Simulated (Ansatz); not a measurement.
**C₂H₂ClO₂Si radical: one molecule under many settings**

How do the results and run time of C₂H₂ClO₂Si radical respond when the settings are drawn wide?

Method: the settings change from run to run; program: Ansatz 0.2.0, Gaussian basis.

### 1 The molecule

An earlier PBE0-D4 in a triple-zeta def2 set relaxation fixed the geometry.

SMILES `[C]#C[Si](O)(O)Cl`, 8 atoms, charge 0, spin multiplicity 2.

Atoms are counted from 1 here; the program's logs count them from 0.

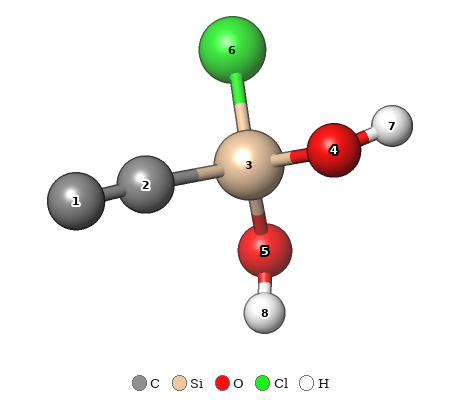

The geometry (carbon grey, silicon light orange, oxygen red, chlorine green, hydrogen white); atoms are numbered from 1 in the order of the file.

### 2 r2SCAN50/STO-3G

This run has finite nuclei, the search for lower states set to light.

in.yaml

```yaml
crystal:
  periodic: [false, false, false]
  atoms:
    - {symbol: C, position_ang: [1.429354, -1.477338, 1.968164]}
    - {symbol: C, position_ang: [0.859133, -0.753792, 1.182340]}
    - {symbol: Si, position_ang: [-0.068739, 0.277600, 0.010817]}
    - {symbol: O, position_ang: [0.827705, 0.307554, -1.341878]}
    - {symbol: O, position_ang: [-1.575483, -0.292869, -0.198979]}
    - {symbol: Cl, position_ang: [-0.317016, 2.152035, 0.756466]}
    - {symbol: H, position_ang: [0.609905, 0.952093, -2.017744]}
    - {symbol: H, position_ang: [-1.672658, -1.222484, -0.415083]}
basis:
  gaussian: {orbitals: STO-3G, nuclear_model: gaussian}
magnetization: {spin_polarized: true, initial_magnetization: 1}
hamiltonian: {xc: {name: r2SCAN50}}
scf: {lower_state_search: light}
output: {forces: true}
```

Started as:

```console
$ ansatz run in.yaml --threads 2 --pin off --events-out ev --progress --plain --max-ram 31744MiB --backend cpu
```

The log of the run (excerpt; [...] marks lines left out):

```text
Functional definition: r2SCAN50
  name "r2SCAN50"
  cite "Bursch, Neugebauer, Ehlert & Grimme, J. Chem. Phys. 156, 134105 (2022) doi:10.1063/5.0086040"
  cite "Furness, Kaplan, Ning, Perdew & Sun, J. Phys. Chem. Lett. 11, 8208 (2020) doi:10.1021/acs.jpclett.0c02405"
  cite "Furness, Kaplan, Ning, Perdew & Sun, J. Phys. Chem. Lett. 11, 9248 (2020) doi:10.1021/acs.jpclett.0c03077"
  parent r2scan
[...]
501 factors; integrals over basis functions are off by at most 3.3e-5 eV
[...]
mean field -26284.10125609 eV, -965.9229051576 hartree, gradient 8.4e-5 eV, S^2 0.875889; 0 other end points of the search recorded, 0 dependent functions left out
[...]
reference -26284.10125941 eV, -965.9229052795 hartree; 31, 30 occupied and 9, 10 virtual orbitals, 501 factors
Total energy: -26284.10125941 eV, -965.9229052795 hartree
Atom 0 at     1.429354    -1.477338     1.968164 Å, force    -0.360690     0.506872    -0.522146 eV/Å
Atom 1 at     0.859133    -0.753792     1.182340 Å, force     0.238392    -0.264170     0.286726 eV/Å
Atom 2 at    -0.068739     0.277600     0.010817 Å, force     0.666268    -1.550210     0.171955 eV/Å
Atom 3 at     0.827705     0.307554    -1.341878 Å, force     1.300804    -1.571347     0.601013 eV/Å
Atom 4 at    -1.575483    -0.292869    -0.198979 Å, force    -1.168006     2.066679     0.260176 eV/Å
Atom 5 at    -0.317016     2.152035     0.756466 Å, force    -0.257234     1.196263     0.485627 eV/Å
Atom 6 at     0.609905     0.952093    -2.017744 Å, force    -0.828336     1.370220    -0.961750 eV/Å
Atom 7 at    -1.672658    -1.222484    -0.415083 Å, force     0.408802    -1.754306    -0.321601 eV/Å
Dipole moment:    -0.016653    -0.488043    -0.385845 e Å
```

It took 2.8 s on 2 threads, shared host.

Largest force 2.388 eV/Å, dipole 2.99 D, ⟨S²⟩ 0.876. The spin excess of 0.13 shows a contaminated determinant.

### 3 CAM-B3LYP/def2-SVPD

Set apart from the defaults: D3(BJ) with three-body dispersion.

Changes to in.yaml since step 2:

```diff
@@ -12,6 +12,5 @@
 basis:
-  gaussian: {orbitals: STO-3G, nuclear_model: gaussian}
+  gaussian: {orbitals: def2-SVPD}
 magnetization: {spin_polarized: true, initial_magnetization: 1}
-hamiltonian: {xc: {name: r2SCAN50}}
-scf: {lower_state_search: light}
+hamiltonian: {xc: {name: CAM-B3LYP}, dispersion: d3bjatm}
 output: {forces: true}
```

Launched as before.

The log of the run (excerpt; [...] marks lines left out):

```text
Functional definition: CAM-B3LYP
  name "CAM-B3LYP"
  cite "Yanai, Tew & Handy, Chem. Phys. Lett. 393, 51 (2004) doi:10.1016/j.cplett.2004.06.011"
  cite "Iikura, Tsuneda, Yanai & Hirao, J. Chem. Phys. 115, 3540 (2001) doi:10.1063/1.1383587"
  cite "Becke, Phys. Rev. A 38, 3098 (1988) doi:10.1103/PhysRevA.38.3098"
  cite "Lee, Yang & Parr, Phys. Rev. B 37, 785 (1988) doi:10.1103/PhysRevB.37.785"
  cite "Vosko, Wilk & Nusair, Can. J. Phys. 58, 1200 (1980) doi:10.1139/p80-159"
[...]
  # Exact exchange under (alpha + beta erf(omega r))/r, Becke's under what is left of 1/r.
[...]
1349 factors; their error is unknown
511 factors; integrals over basis functions are off by at most 2.2e-5 eV
[...]
mean field -26587.58475594 eV, -977.0757180686 hartree, gradient 1.6e-5 eV, S^2 0.780510; 4 other end points of the search recorded, 0 dependent functions left out
[...]
reference -26587.58490048 eV, -977.0757233801 hartree; 31, 30 occupied and 122, 123 virtual orbitals, 1349 factors
Total energy: -26587.77639159 eV, -977.0827605487 hartree
Atom 0 at     1.429354    -1.477338     1.968164 Å, force     0.235278    -0.275536     0.308164 eV/Å
Atom 1 at     0.859133    -0.753792     1.182340 Å, force    -0.168488     0.170395    -0.203509 eV/Å
Atom 2 at    -0.068739     0.277600     0.010817 Å, force     0.347232    -0.124098     0.629152 eV/Å
Atom 3 at     0.827705     0.307554    -1.341878 Å, force     0.350784     0.044853    -0.536997 eV/Å
Atom 4 at    -1.575483    -0.292869    -0.198979 Å, force    -0.612011    -0.193105    -0.090564 eV/Å
Atom 5 at    -0.317016     2.152035     0.756466 Å, force    -0.062031     0.464916     0.150009 eV/Å
Atom 6 at     0.609905     0.952093    -2.017744 Å, force     0.053584     0.068185    -0.209461 eV/Å
Atom 7 at    -1.672658    -1.222484    -0.415083 Å, force    -0.144348    -0.155609    -0.046793 eV/Å
Dipole moment:    -0.054043    -0.237779    -0.289243 e Å
```

Wall time 22 s (2 threads, shared host); peak memory 0.98 GiB.

Largest force 0.729 eV/Å, dipole 1.82 D, ⟨S²⟩ 0.781.

### 4 SVWN5/def2-TZVP

Set apart from the defaults: charge -1, multiplicity 1.

Changes to in.yaml since step 3:

```diff
@@ -12,5 +12,4 @@
 basis:
-  gaussian: {orbitals: def2-SVPD}
-magnetization: {spin_polarized: true, initial_magnetization: 1}
-hamiltonian: {xc: {name: CAM-B3LYP}, dispersion: d3bjatm}
-output: {forces: true}
+  gaussian: {orbitals: def2-TZVP}
+total_charge: -1
+hamiltonian: {xc: {name: SVWN5}}
```

The command is unchanged.

The log of the run:

```text
Functional definition: SVWN5
  name "SVWN5"
  cite "Dirac, Proc. Camb. Phil. Soc. 26, 376 (1930) doi:10.1017/S0305004100016108"
  cite "Slater, Phys. Rev. 81, 385 (1951) doi:10.1103/PhysRev.81.385"
  cite "Vosko, Wilk & Nusair, Can. J. Phys. 58, 1200 (1980) doi:10.1139/p80-159"
  exchange = slater_x
  correlation = vwn5_c
1258 factors; their error is unknown
mean field evaluation 1: about -26473.6792 eV, gradient 7.8e1 eV
mean field evaluation 2: about -26317.5747 eV, gradient 1.9e2 eV
mean field evaluation 4: about -26485.7482 eV, gradient 2.7e1 eV
mean field evaluation 8: about -26487.2952 eV, gradient 5.8e-1 eV
mean field evaluation 16: about -26487.2780 eV, gradient 1.4e-3 eV
mean field -26487.27803535 eV, -973.3895140772 hartree, gradient 7.3e-5 eV, S^2 0.000000; 0 other end points of the search recorded, 0 dependent functions left out
reference -26487.27807126 eV, -973.3895153970 hartree; 31, 31 occupied and 179, 179 virtual orbitals, 1258 factors
Total energy: -26487.27807126 eV, -973.3895153970 hartree
```

Wall time 1.5 s (2 threads, shared host).

### 5 B2PLYP/def2-SVP

Options: high accuracy, the search for lower states set to full.

Changes to in.yaml since step 4:

```diff
@@ -12,4 +12,6 @@
 basis:
-  gaussian: {orbitals: def2-TZVP}
-total_charge: -1
-hamiltonian: {xc: {name: SVWN5}}
+  gaussian: {orbitals: def2-SVP}
+magnetization: {spin_polarized: true, initial_magnetization: 1}
+hamiltonian: {xc: {name: B2PLYP}}
+accuracy: high
+scf: {lower_state_search: full}
```

Same command.

The log of the run (excerpt; [...] marks lines left out):

```text
Functional definition: B2PLYP
  name "B2PLYP"
  cite "Grimme, J. Chem. Phys. 124, 034108 (2006) doi:10.1063/1.2148954"
  cite "Becke, Phys. Rev. A 38, 3098 (1988) doi:10.1103/PhysRevA.38.3098"
  cite "Lee, Yang & Parr, Phys. Rev. B 37, 785 (1988) doi:10.1103/PhysRevB.37.785"
[...]
2140 factors; integrals over basis functions are off by at most 1.2e-8 eV
[...]
mean field -26568.41542597 eV, -976.3712581857 hartree, gradient 3.3e-8 eV, S^2 0.824942; 7 other end points of the search recorded, 0 dependent functions left out
14 core orbitals not correlated: weight in the atoms' cores, before any rotation towards them, 1.000 or more for the frozen orbitals, at most 0.000 for the correlated occupied ones
reference -26568.41545116 eV, -976.3712591112 hartree; 17, 16 occupied and 71, 72 virtual orbitals, 2140 factors
second order -26.83379533 eV of doubles, -0.00000000 eV of singles
Total energy: -26575.66057589 eV, -976.6375125344 hartree
```

Run time: 24 s. Hardware: 2 threads, shared host.

⟨S²⟩ 0.825.

### 6 B2GP-PLYP/cc-pVDZ

This run has coordinates scaled by 1.25, finite nuclei.

in.yaml

```yaml
crystal:
  periodic: [false, false, false]
  atoms:
    - {symbol: C, position_ang: [1.786692, -1.846673, 2.460205]}
    - {symbol: C, position_ang: [1.073916, -0.942240, 1.477925]}
    - {symbol: Si, position_ang: [-0.085924, 0.347000, 0.013521]}
    - {symbol: O, position_ang: [1.034631, 0.384443, -1.677348]}
    - {symbol: O, position_ang: [-1.969354, -0.366086, -0.248724]}
    - {symbol: Cl, position_ang: [-0.396270, 2.690043, 0.945582]}
    - {symbol: H, position_ang: [0.762381, 1.190116, -2.522181]}
    - {symbol: H, position_ang: [-2.090822, -1.528105, -0.518854]}
basis:
  gaussian: {orbitals: cc-pVDZ, nuclear_model: gaussian}
magnetization: {spin_polarized: true, initial_magnetization: 1}
hamiltonian: {xc: {name: B2GP-PLYP}}
output: {forces: true}
```

Launched as before.

The log of the run (excerpt; [...] marks lines left out):

```text
Functional definition: B2GP-PLYP
  name "B2GP-PLYP"
  cite "Karton, Tarnopolsky, Lamère, Schatz & Martin, J. Phys. Chem. A 112, 12868 (2008) doi:10.1021/jp801805p"
  cite "Becke, Phys. Rev. A 38, 3098 (1988) doi:10.1103/PhysRevA.38.3098"
  cite "Lee, Yang & Parr, Phys. Rev. B 37, 785 (1988) doi:10.1103/PhysRevB.37.785"
[...]
995 factors; integrals over basis functions are off by at most 8.2e-4 eV
[...]
mean field -26564.92858295 eV, -976.2431190681 hartree, gradient 2.4e-8 eV, S^2 1.030626; 7 other end points of the search recorded, 0 dependent functions left out
14 core orbitals not correlated: weight in the atoms' cores, before any rotation towards them, 1.000 or more for the frozen orbitals, at most 0.000 for the correlated occupied ones
reference -26564.92871713 eV, -976.2431239990 hartree; 17, 16 occupied and 71, 72 virtual orbitals, 995 factors
second order -27.61670196 eV of doubles, -0.00000000 eV of singles
[...]
Total energy: -26574.87072983 eV, -976.6084862270 hartree
Atom 0 at     1.786692    -1.846673     2.460205 Å, force    -4.636013     5.888176    -6.391493 eV/Å
Atom 1 at     1.073916    -0.942240     1.477925 Å, force     2.883222    -3.849670     4.040264 eV/Å
Atom 2 at    -0.085924     0.347000     0.013521 Å, force    -0.594694    -0.545326    -1.573550 eV/Å
Atom 3 at     1.034631     0.384443    -1.677348 Å, force    -3.105950     2.983923     0.043245 eV/Å
Atom 4 at    -1.969354    -0.366086    -0.248724 Å, force     3.071257    -3.046635    -0.469498 eV/Å
Atom 5 at    -0.396270     2.690043     0.945582 Å, force     0.364758    -3.249803    -1.268415 eV/Å
Atom 6 at     0.762381     1.190116    -2.522181 Å, force     0.705285    -3.458846     4.346523 eV/Å
Atom 7 at    -2.090822    -1.528105    -0.518854 Å, force     1.312135     5.278182     1.272925 eV/Å
Dipole moment:    -0.217308    -0.204715    -0.647355 e Å
```

Run time: 31 s. Hardware: 2 threads, shared host.

Largest force 9.850 eV/Å, dipole 3.42 D, ⟨S²⟩ 1.031. The spin excess of 0.28 shows a contaminated determinant.

### 7 r2SCANh/cc-pVDZ

Set apart from the defaults: atoms shaken by 0.15 Å, a grid of angular degree 23, D4 dispersion.

in.yaml

```yaml
crystal:
  periodic: [false, false, false]
  atoms:
    - {symbol: C, position_ang: [1.635908, -1.352128, 1.748936]}
    - {symbol: C, position_ang: [0.943182, -0.807051, 1.100173]}
    - {symbol: Si, position_ang: [-0.363280, 0.446709, 0.217185]}
    - {symbol: O, position_ang: [0.994065, 0.399651, -1.298405]}
    - {symbol: O, position_ang: [-1.558965, -0.120971, -0.267798]}
    - {symbol: Cl, position_ang: [-0.131608, 2.095998, 0.876272]}
    - {symbol: H, position_ang: [0.829701, 0.999232, -2.110717]}
    - {symbol: H, position_ang: [-1.645384, -1.426850, -0.609093]}
basis:
  gaussian: {orbitals: cc-pVDZ, final_grid: {core_spheres: 8, valence_spheres: 7, degree: 23}}
magnetization: {spin_polarized: true, initial_magnetization: 1}
hamiltonian: {xc: {name: r2SCANh}, dispersion: d4}
```

Launched as before.

The log of the run (excerpt; [...] marks lines left out):

```text
Functional definition: r2SCANh
  name "r2SCANh"
  cite "Bursch, Neugebauer, Ehlert & Grimme, J. Chem. Phys. 156, 134105 (2022) doi:10.1063/5.0086040"
  cite "Furness, Kaplan, Ning, Perdew & Sun, J. Phys. Chem. Lett. 11, 8208 (2020) doi:10.1021/acs.jpclett.0c02405"
  cite "Furness, Kaplan, Ning, Perdew & Sun, J. Phys. Chem. Lett. 11, 9248 (2020) doi:10.1021/acs.jpclett.0c03077"
  parent r2scan
[...]
990 factors; integrals over basis functions are off by at most 1.2e-3 eV
[...]
mean field -26587.59044001 eV, -977.0759269544 hartree, gradient 5.7e-5 eV, S^2 0.775837; 0 other end points of the search recorded, 0 dependent functions left out
reference -26587.59044796 eV, -977.0759272464 hartree; 31, 30 occupied and 71, 72 virtual orbitals, 990 factors
Total energy: -26587.65712321 eV, -977.0783775168 hartree
```

It took 3.4 s on 2 threads, shared host.

⟨S²⟩ 0.776.

### 8 HSE06/def2-SVP

Set apart from the defaults: multiplicity 4, D4 dispersion, high accuracy.

in.yaml

```yaml
crystal:
  periodic: [false, false, false]
  atoms:
    - {symbol: C, position_ang: [1.429354, -1.477338, 1.968164]}
    - {symbol: C, position_ang: [0.859133, -0.753792, 1.182340]}
    - {symbol: Si, position_ang: [-0.068739, 0.277600, 0.010817]}
    - {symbol: O, position_ang: [0.827705, 0.307554, -1.341878]}
    - {symbol: O, position_ang: [-1.575483, -0.292869, -0.198979]}
    - {symbol: Cl, position_ang: [-0.317016, 2.152035, 0.756466]}
    - {symbol: H, position_ang: [0.609905, 0.952093, -2.017744]}
    - {symbol: H, position_ang: [-1.672658, -1.222484, -0.415083]}
basis:
  gaussian: {orbitals: def2-SVP}
magnetization: {spin_polarized: true, initial_magnetization: 3}
hamiltonian: {xc: {name: HSE06}, dispersion: d4}
accuracy: high
output: {forces: true}
```

Same command.

The log of the run (excerpt; [...] marks lines left out):

```text
Functional definition: HSE06
  name "HSE06"
  cite "Heyd, Scuseria & Ernzerhof, J. Chem. Phys. 118, 8207 (2003) doi:10.1063/1.1564060"
  cite "Krukau, Vydrov, Izmaylov & Scuseria, J. Chem. Phys. 125, 224106 (2006) doi:10.1063/1.2404663"
  cite "Heyd & Scuseria, J. Chem. Phys. 120, 7274 (2004) doi:10.1063/1.1668634"
  cite "Ernzerhof & Perdew, J. Chem. Phys. 109, 3313 (1998) doi:10.1063/1.476928"
  cite "Perdew, Burke & Ernzerhof, Phys. Rev. Lett. 77, 3865 (1996) doi:10.1103/PhysRevLett.77.3865"
  parent pbe
[...]
  # The whole range is PBE's own exchange, as in plane waves. The composition of these papers is wPBEh.
[...]
2142 factors; integrals over basis functions are off by at most 1.2e-8 eV
100 factors; integrals over basis functions are off by at most 9.1e-10 eV
[...]
mean field -26568.90363194 eV, -976.3891994242 hartree, gradient 4.1e-8 eV, S^2 3.768817; 4 other end points of the search recorded, 0 dependent functions left out
[...]
reference -26568.90363508 eV, -976.3891995393 hartree; 32, 29 occupied and 70, 73 virtual orbitals, 2142 factors
Total energy: -26569.09443020 eV, -976.3962111307 hartree
Atom 0 at     1.429354    -1.477338     1.968164 Å, force     5.914833    -7.309876     8.128866 eV/Å
Atom 1 at     0.859133    -0.753792     1.182340 Å, force    -6.148355     7.440045    -8.415665 eV/Å
Atom 2 at    -0.068739     0.277600     0.010817 Å, force     0.817342    -0.864197     0.974733 eV/Å
Atom 3 at     0.827705     0.307554    -1.341878 Å, force     0.476358     0.022846    -0.631481 eV/Å
Atom 4 at    -1.575483    -0.292869    -0.198979 Å, force    -0.909511     0.005559    -0.028668 eV/Å
Atom 5 at    -0.317016     2.152035     0.756466 Å, force    -0.181152     0.667811     0.123240 eV/Å
Atom 6 at     0.609905     0.952093    -2.017744 Å, force    -0.012260     0.150786    -0.116275 eV/Å
Atom 7 at    -1.672658    -1.222484    -0.415083 Å, force     0.042745    -0.112974    -0.034751 eV/Å
Dipole moment:    -0.012906    -0.311868    -0.243191 e Å
```

Wall time 22 s (2 threads, shared host).

Largest force 12.805 eV/Å, dipole 1.90 D, ⟨S²⟩ 3.769.

### 9 wB97X/x2c-TZVPPall

Options: atoms shaken by 0.08 Å.

in.yaml

```yaml
crystal:
  periodic: [false, false, false]
  atoms:
    - {symbol: C, position_ang: [1.574257, -1.459872, 1.996971]}
    - {symbol: C, position_ang: [0.915066, -0.834308, 1.106035]}
    - {symbol: Si, position_ang: [-0.055258, 0.217466, 0.000159]}
    - {symbol: O, position_ang: [0.835865, 0.167383, -1.298783]}
    - {symbol: O, position_ang: [-1.504642, -0.358575, -0.199248]}
    - {symbol: Cl, position_ang: [-0.307299, 2.016710, 0.787947]}
    - {symbol: H, position_ang: [0.523289, 0.791789, -2.019317]}
    - {symbol: H, position_ang: [-1.729275, -1.126718, -0.430260]}
basis:
  gaussian: {orbitals: x2c-TZVPPall}
magnetization: {spin_polarized: true, initial_magnetization: 1}
hamiltonian: {xc: {name: wB97X}}
output: {forces: true}
```

Same command.

The log of the run (excerpt; [...] marks lines left out):

```text
Functional definition: wB97X
  name "wB97X"
  cite "Chai & Head-Gordon, J. Chem. Phys. 128, 084106 (2008) doi:10.1063/1.2834918"
  cite "Becke, J. Chem. Phys. 107, 8554 (1997) doi:10.1063/1.475007"
[...]
  # The coefficients of nought are those of the uniform gas.
[...]
      + exact_x_lr(omega)
[...]
      + integral(e_c_pw_opposite_spin*poly(b97_u_opposite, 1, cos1, cos2, cos3, cos4))
1379 factors; their error is unknown
265 factors; integrals over basis functions are off by at most 1.5e-5 eV
[...]
mean field -26659.85915110 eV, -979.7317531014 hartree, gradient 3.5e-6 eV, S^2 0.798788; 4 other end points of the search recorded, 0 dependent functions left out
[...]
reference -26659.85912198 eV, -979.7317520314 hartree; 31, 30 occupied and 205, 206 virtual orbitals, 1379 factors
Total energy: -26659.85912198 eV, -979.7317520314 hartree
Relativity: scalar
Atom 0 at     1.574257    -1.459872     1.996971 Å, force    -2.714771     2.540063    -3.634928 eV/Å
Atom 1 at     0.915066    -0.834308     1.106035 Å, force     2.922062    -2.812517     4.195695 eV/Å
Atom 2 at    -0.055258     0.217466     0.000159 Å, force     0.551385    -0.721352     1.463541 eV/Å
Atom 3 at     0.835865     0.167383    -1.298783 Å, force     0.141192     1.854222    -3.347258 eV/Å
Atom 4 at    -1.504642    -0.358575    -0.199248 Å, force     0.991337     8.883371     2.593577 eV/Å
Atom 5 at    -0.307299     2.016710     0.787947 Å, force    -0.060150     1.046228     0.296259 eV/Å
Atom 6 at     0.523289     0.791789    -2.019317 Å, force     0.868206    -1.360711     1.259074 eV/Å
Atom 7 at    -1.729275    -1.126718    -0.430260 Å, force    -2.699261    -9.429303    -2.825961 eV/Å
Dipole moment:    -0.197824    -0.091035    -0.403833 e Å
```

It took 2.5 min on 2 threads, shared host; peak memory 1.4 GiB.

Largest force 10.207 eV/Å, dipole 2.20 D, ⟨S²⟩ 0.799.

### 10 B97/aug-pcseg-2

in.yaml

```yaml
crystal:
  periodic: [false, false, false]
  atoms:
    - {symbol: C, position_ang: [1.429354, -1.477338, 1.968164]}
    - {symbol: C, position_ang: [0.859133, -0.753792, 1.182340]}
    - {symbol: Si, position_ang: [-0.068739, 0.277600, 0.010817]}
    - {symbol: O, position_ang: [0.827705, 0.307554, -1.341878]}
    - {symbol: O, position_ang: [-1.575483, -0.292869, -0.198979]}
    - {symbol: Cl, position_ang: [-0.317016, 2.152035, 0.756466]}
    - {symbol: H, position_ang: [0.609905, 0.952093, -2.017744]}
    - {symbol: H, position_ang: [-1.672658, -1.222484, -0.415083]}
basis:
  gaussian: {orbitals: aug-pcseg-2}
magnetization: {spin_polarized: true, initial_magnetization: 1}
hamiltonian: {xc: {name: B97}}
```

Launched as before.

The log of the run (excerpt; [...] marks lines left out):

```text
Functional definition: B97
  name "B97"
  cite "Becke, J. Chem. Phys. 107, 8554 (1997) doi:10.1063/1.475007"
[...]
      + integral(e_c_pw_opposite_spin*poly(b97_u_opposite, cos0, cos1, cos2))
1589 factors; their error is unknown
[...]
mean field -26599.04089484 eV, -977.4967234080 hartree, gradient 1.6e-5 eV, S^2 0.775340; 4 other end points of the search recorded, 0 dependent functions left out
reference -26599.04094018 eV, -977.4967250742 hartree; 31, 30 occupied and 299, 300 virtual orbitals, 1589 factors
Total energy: -26599.04094018 eV, -977.4967250742 hartree
```

It took 1.7 min on 2 threads, shared host; peak memory 2.2 GiB.

⟨S²⟩ 0.775.

### 11 All runs side by side

| level | charge | multiplicity | geometry | functions | energy (eV) | time |
| --- | --- | --- | --- | --- | --- | --- |
| r2SCAN50/STO-3G | 0 | 2 | relaxed | 40 | -26284.101 | 2.8 s |
| CAM-B3LYP/def2-SVPD | 0 | 2 | relaxed | 153 | -26587.776 | 22 s |
| SVWN5/def2-TZVP | -1 | 1 | relaxed | 210 | -26487.278 | 1.5 s |
| B2PLYP/def2-SVP | 0 | 2 | relaxed | 102 | -26575.661 | 24 s |
| B2GP-PLYP/cc-pVDZ | 0 | 2 | scaled | 102 | -26574.871 | 31 s |
| r2SCANh/cc-pVDZ | 0 | 2 | shaken | 102 | -26587.657 | 3.4 s |
| HSE06/def2-SVP | 0 | 4 | relaxed | 102 | -26569.094 | 22 s |
| wB97X/x2c-TZVPPall | 0 | 2 | shaken | 236 | -26659.859 | 2.5 min |
| B97/aug-pcseg-2 | 0 | 2 | relaxed | 330 | -26599.041 | 1.7 min |

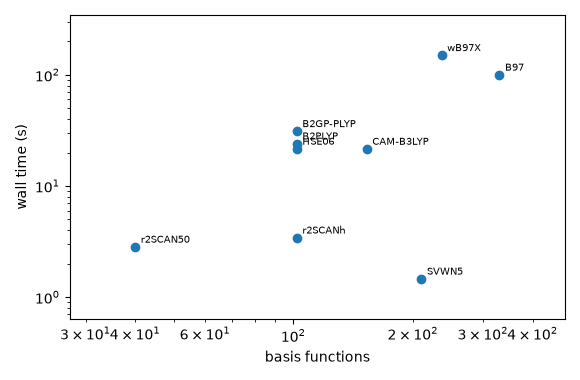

Wall time against the number of basis functions (shared host).

### 12 Results

| quantity | value |
| --- | --- |
| runs | 9 |
| quickest | SVWN5/def2-TZVP, 1.5 s |
| slowest | wB97X/x2c-TZVPPall, 2.5 min |
| spread of total energies, same state and geometry | 314.9 eV |
| dipole, same state and geometry | 1.82 to 2.99 D |

In words: Run time spans a factor of 103, from SVWN5/def2-TZVP to wB97X/x2c-TZVPPall. The jobs differ in tasks and options as well as level. The totals spread over 315 eV; they can't be compared across methods or bases. At the PBE0-D4/def2-TZVP geometry and in the same state, runs without warnings or point charges leave forces up to 2.39 eV/Å (r2SCAN50/STO-3G), against 10.2 eV/Å where the atoms were moved.
